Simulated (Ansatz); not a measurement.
The figure comes from a scan of LaTl₃ (Cu3Au type): a phonon pattern at M = (0.5, 0.5, 0.0) is frozen into a 8-atom cell, Q being the largest atomic displacement. These are LDA (plane waves to 420 eV, PAW, scalar-relativistic; Ansatz, an electronic-structure program) values and carry that method's errors. k mesh 10×10×10 (Γ-centred), Fermi-Dirac smearing 0.05 eV. Energies are smeared free energies. With partly filled bands, energies and forces of such displacements shift with the k mesh and the smearing. LaTl3 is run without spin polarisation. LaTl3 was relaxed with its symmetry unable to fall. Spin-orbit coupling is left out, though Tl is heavy. The zero of ΔE is the undisplaced structure.

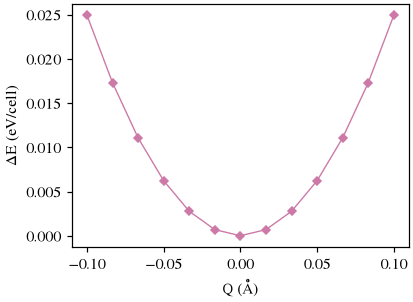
Figure: ΔE (eV/cell) against Q (Å); one marker a computed point.

Question: List the plotted points as numbers.

Answer: To the nearest 0.0005:

| Q (Å) | ΔE (eV/cell) |
|---|---|
| -0.100 | 0.0250 |
| -0.083 | 0.0175 |
| -0.067 | 0.0110 |
| -0.050 | 0.0060 |
| -0.033 | 0.0030 |
| -0.017 | 0.0005 |
| 0.000 | 0.0000 |
| 0.017 | 0.0005 |
| 0.033 | 0.0030 |
| 0.050 | 0.0060 |
| 0.067 | 0.0110 |
| 0.083 | 0.0175 |
| 0.100 | 0.0250 |

(A displaced cell: forces are minus the slopes of the energy, force constants its curvatures, and phonons follow from these.)
